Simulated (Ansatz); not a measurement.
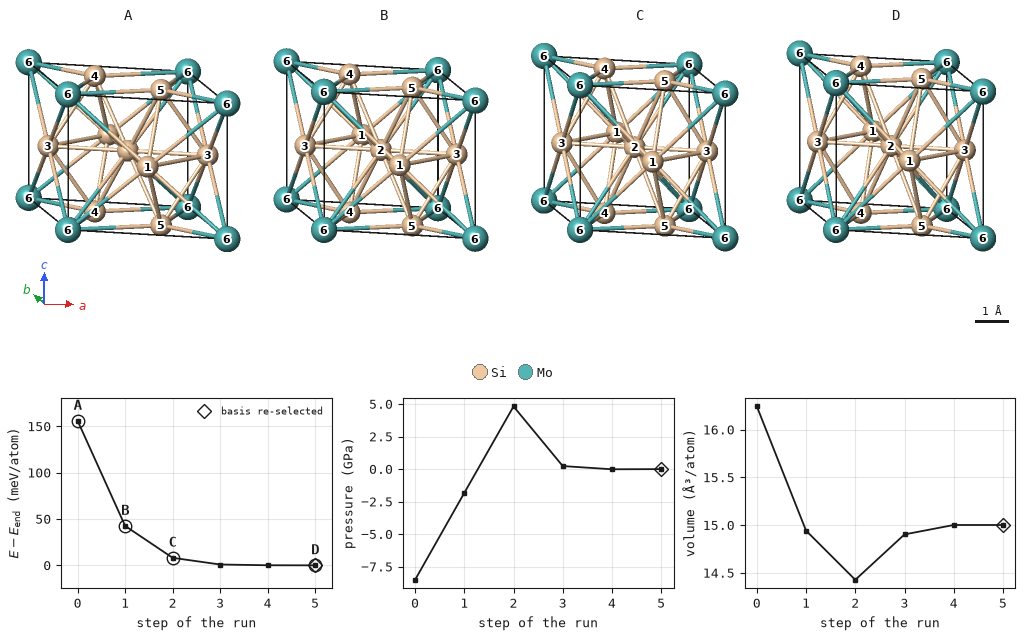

Frames of a relaxation of crystalline Si5Mo (a generated structure, set up in P6/mmm) (coarse preliminary run), marked on the history of the run. A ball-and-stick model of the cell of the calculation, seen slightly off an axis.

All numbers below come from DFT PBE, scalar-relativistic, plane waves, PAW (Ansatz 0.2.0). (plane-wave cutoff 420 eV; k-point mesh 6 × 6 × 4; occupations gaussian; smearing width 0.1 eV; no spin polarisation; cell and atoms relaxed; force threshold 0.04 eV/Å; at most 70 steps)

**What happens along the run?**

After 4 accepted moves (5 points after the start) the energy has fallen by 156 meV per atom. All forces vanish by symmetry, so only the cell relaxes. The pressure goes from −8.50 to 0.00 GPa. The SCF was repeated once at an unchanged geometry on a basis and grid sized afresh for the cell, which shifted the energy by 0.1 meV per atom at most. No atom moves by more than 0.005 Å relative to the cell. The drawn cell changes as follows: a = b 5.130 → 4.737 Å (−7.7 %), c 4.277 → 4.632 Å (+8.3 %); the volume changes by −7.6 %. Among the contacts that change: Si4–Mo6 2.962 → 2.735 Å, Si1–Si2 2.565 → 2.368 Å, Si1–Si4 2.601 → 2.690 Å, Si1–Mo6 3.339 → 3.313 Å. The space group stays P6/mmm (No. 191). Cost: 19 s on 1 thread of Intel(R) Xeon(R) Processor @ 2.70GHz, with other jobs on the host, peak memory 0.4 GiB. From step 0 to 1: volume −8.0 %, energy −113 meV per atom. From step 1 to 2: volume −3.4 %, energy −34.4 meV per atom. From step 2 to 5: volume +4.0 %, energy −8.1 meV per atom.
